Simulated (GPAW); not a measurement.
Consider InP (F-43m).

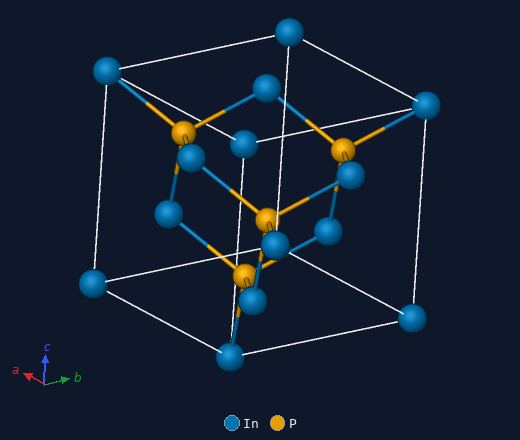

The structure (indium blue, phosphorus orange). Bonds to atoms that aren't drawn are left out. Some periodic images of atoms are drawn too.

```cif
data_structure
_symmetry_space_group_name_H-M 'P 1'
_symmetry_Int_Tables_number 1
_cell_length_a 4.1444
_cell_length_b 4.1444
_cell_length_c 4.1444
_cell_angle_alpha 60.000
_cell_angle_beta 60.000
_cell_angle_gamma 60.000
_cell_volume 50.33
loop_
_atom_site_label
_atom_site_type_symbol
_atom_site_fract_x
_atom_site_fract_y
_atom_site_fract_z
_atom_site_occupancy
In1 In 0.00000 0.00000 0.00000 1
P2 P 0.75000 0.75000 0.75000 1
```

Absorber: atom 2, with 4 In at 2.54 Å (tetrahedral, site symmetry -43m). Method: GPAW, PBE, full core hole (charged cell), 8-atom cell with 5.9 Å between holes, 4×4×4 k points, dipole transitions, Gaussian full width 0.9 eV up to 4 eV, rising linearly to 3.5 eV at 25 eV.

The database entry behind the starting cell differs from later determinations by our own check (0.1 to 0.3 % short, probably kX units), so it need not match the best structure at ambient conditions.

Predict the near-edge structure at the P K edge.

Main maxima up to 24 eV above the zero (height): 2.3 eV (1.91), 4.0 eV (1.95), 7.0 eV (1.56) and 13.2 eV (1.10). A K edge sees empty p states on the absorber. The total-energy difference plus the lowest empty eigenvalue puts the zero at 2154.47 eV. One term is added: -15.96 eV, since the hole is spin-paired here and a spin-polarised one costs that much less in the free atom (computed apart). The photon energy is then 2138.51 eV. The functional and the charged cell's background leave an error of a few eV in such absolute values.

The P K spectrum (energy from the lowest empty level; intensity scaled to a mean of 1 over the first 20 eV):

```csv
E (eV),intensity
-2.0,0.00
-0.5,0.00
1.0,0.52
2.5,1.86
4.0,1.95
5.5,1.15
7.0,1.56
8.5,0.86
10.0,0.58
11.5,0.80
13.0,1.10
14.5,1.03
16.0,0.79
17.5,0.57
19.0,0.68
20.5,0.77
22.0,0.80
23.5,1.07
25.0,1.18
26.5,1.02
28.0,0.91
29.5,1.05
31.0,1.16
```

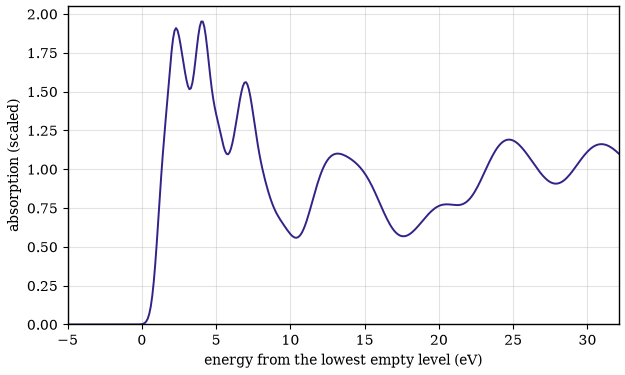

The P K edge.

The holes are only 5.9 Å apart, so the shape is probably not converged with cell size; no larger cell was run here. The mesh is coarse (0.27 Å⁻¹ between points), so small maxima may be mesh ripples. The structure is a published determination, not relaxed.

[Banner, clock and machine lines of the logs are left out without a mark of their own.]

[Logs are printed without paths, hosts, clocks, repeated set-up lines and the standing remarks that a program may print on its own settings, such as how far it seeks lower states.]

[Hosts, paths, dates, database ids (printed as entryN), source tags and the programs' standing remarks are cut or masked in the printed files.]

[Lists of maxima count a maximum above −3 eV only where it reaches 4 % of the highest in the window and stands out from its surroundings by 2 % of it (1.5 % where it reaches 55 %); shoulders and weaker maxima are passed over, and of the rest the first, up to two pre-edge ones and the few strongest are named.]
